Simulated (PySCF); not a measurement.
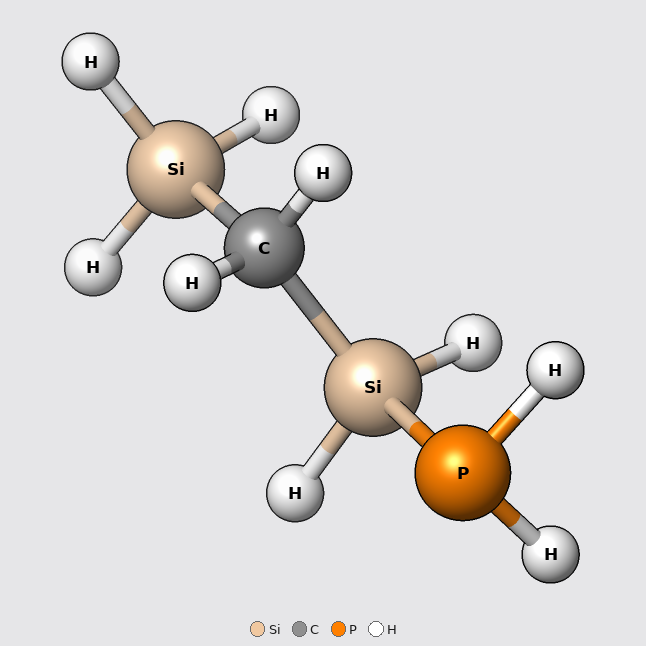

A ball-and-stick model of a molecule. Every bond is drawn as one stick, whatever its order.

Computed geometry: PBE0-D3(BJ)/def2-SVP optimisation. No frequency run is at hand to confirm it as a minimum.

Description:

The molecule is CH₉PSi₂. SMILES: `[SiH3]C[SiH2]P`. It has no ring. Among its groups: Si–H bond. The point group is C1. Coordination: 2 Si tetrahedral; 1 C tetrahedral; 1 P trigonal pyramidal.
